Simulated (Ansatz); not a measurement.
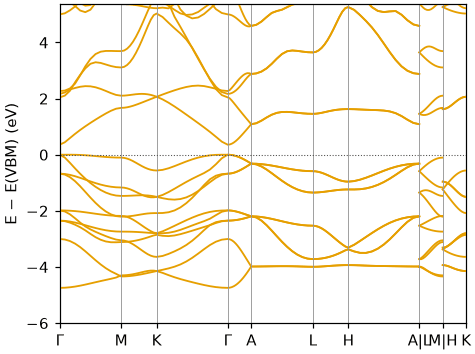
Fig. 1. Band structure from LDA in the plane-wave PAW code Ansatz

Task: Read off the gap and where the band edges lie.

Result: About 0.4 eV (0.36 eV by a search for the band edges); maximum on the Γ–M line, 12 % of the way from Γ, minimum at Γ.

The material is NaSe in space group P6_3/mmc (No. 194; Na on 2a, Na on 2c, Se on 4f).

The workflow started from a Materials Project entry (that database holds measured and hypothetical structures alike); the Crystallography Open Database copy checked does not list it. Whether it is the stable phase at ambient conditions was not checked. Symmetry was held in the LDA relaxation; phonons on a q-mesh show no instability. Scalar-relativistic: spin–orbit coupling is off unless named, which matters more the heavier the elements.

Potentials: the later of the program's two PAW sets.
